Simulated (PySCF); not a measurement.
# IrH₃⁺: one geometry, many levels of theory

Aim: at the PBE0 minimum of quartet IrH₃⁺, found before, compare methods on energies and levels.

Computed with PySCF 2.14.0. Level: several methods, basis Ir def2-TZVP with ECP60, H def2-TZVP, scalar-relativistic core potentials, no spin–orbit coupling, density fitting.

### Step 1. Starting geometry

4 atoms, charge 1, spin multiplicity 4.

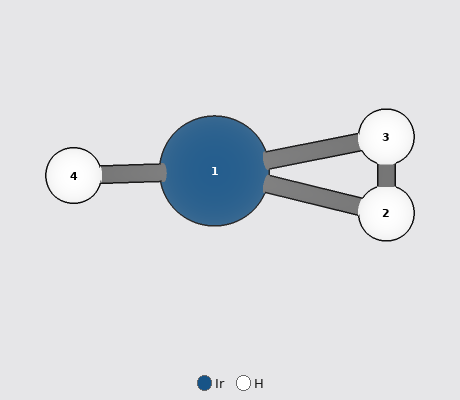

The starting geometry (iridium blue, hydrogen white); atoms are numbered from 1 in the order of the file.

Z-matrix (Å, degrees; charge 1 multiplicity 4):
```
Ir
H  1 1.9271
H  1 1.9271 2 24.14
H  1 1.5908 2 140.85 3 -105.23
```

### Step 2. PBE0

The steps are one call of a driver around PySCF; scf.py gives each level's set-up. Each SCF starts from the density of the minimum. The driver also runs the species with one electron less or more at the same geometry (one less: multiplicity 3, one more: multiplicity 3); their logs are not shown.

Input file scf.py:

```python
from pyscf import gto, scf, dft
mol = gto.M(atom='''
Ir    -0.005766    -0.009196    -0.008560
H      1.292289     1.302497     0.546524
H      0.609498     1.730614     0.546522
H     -0.797845    -1.272458     0.545812''',
    basis={'Ir': 'def2-TZVP', 'H': 'def2-TZVP'},
    ecp={'Ir': 'def2-TZVP'},
    charge=1, spin=3)
mf = dft.UKS(mol, xc='PBE0')
mf.grids.atom_grid = (99, 590)
aux = {'Ir': 'def2-universal-JKFIT', 'H': 'def2-universal-JKFIT'}
mf = mf.density_fit(auxbasis=aux)
mf.kernel()
```

### Step 3. HF

scf.py: that of step 2 with these lines changed.

```diff
@@ -10,2 +10 @@
-mf = dft.UKS(mol, xc='PBE0')
-mf.grids.atom_grid = (99, 590)
+mf = scf.UHF(mol)
```

### Step 4. MP2

scf.py: that of step 3 with these lines changed.

```diff
@@ -13,0 +14,2 @@
+from pyscf.mp import dfump2
+dfump2.DFUMP2(mf, frozen=0).kernel()  # the driver gives MP2 a fitting basis of its own (RI)
```

### Step 5. PBE

scf.py: that of step 4 with these lines changed.

```diff
@@ -10 +10,2 @@
-mf = scf.UHF(mol)
+mf = dft.UKS(mol, xc='PBE')
+mf.grids.atom_grid = (99, 590)
@@ -14,2 +14,0 @@
-from pyscf.mp import dfump2
-dfump2.DFUMP2(mf, frozen=0).kernel()  # the driver gives MP2 a fitting basis of its own (RI)
```

### Step 6. CCSD(T)

scf.py: that of step 5 with these lines changed.

```diff
@@ -10,2 +10 @@
-mf = dft.UKS(mol, xc='PBE')
-mf.grids.atom_grid = (99, 590)
+mf = scf.UHF(mol)
@@ -14,0 +14,3 @@
+from pyscf import cc
+mycc = cc.CCSD(mf, frozen=0).run()
+mycc.ccsd_t()
```

(Steps that only read results are left out.)

**Question.** What will these runs give? Wanted: vertical ionisation energy, CCSD(T); vertical electron affinity, CCSD(T); orbital gap, range; T1, D1; T1, D1 of the species with one electron less; T1, D1 of the species with one electron more.

**Answer**, as computed:

```
                                    quantity                        value
         vertical ionisation energy, CCSD(T)                     17.12 eV
         vertical electron affinity, CCSD(T)                      8.37 eV
                          orbital gap, range  0.83 (PBE) to 11.22 (HF) eV
                                      T1, D1                 0.023, 0.098
T1, D1 of the species with one electron less                 0.051, 0.210
T1, D1 of the species with one electron more                 0.034, 0.171
```

Against CCSD(T), the vertical ionisation energy is best met by PBE (+0.26 eV) and worst by HF (-0.74 eV). CCSD(T) took 96 s, about 8 times as long as PBE (12 s), which misses it by 0.26 eV. For the vertical electron affinity, MP2 comes nearest to CCSD(T) (+0.17 eV) and HF is farthest (-1.35 eV). The PBE orbital energy is a poor guide to ionisation (13.4 eV, 3.7 eV too small); the difference of PBE energies gives 17.4 eV. T1 of the species with one electron less is large, so the CCSD(T) value that rests on it is in doubt and small misses rank nothing. Spin contamination is strong in at least one of the open-shell species at HF, MP2, CCSD(T). Open d and f shells are described by one determinant, and the ground state may have another occupation or spin. With an element this heavy the missing spin–orbit coupling can shift these numbers.
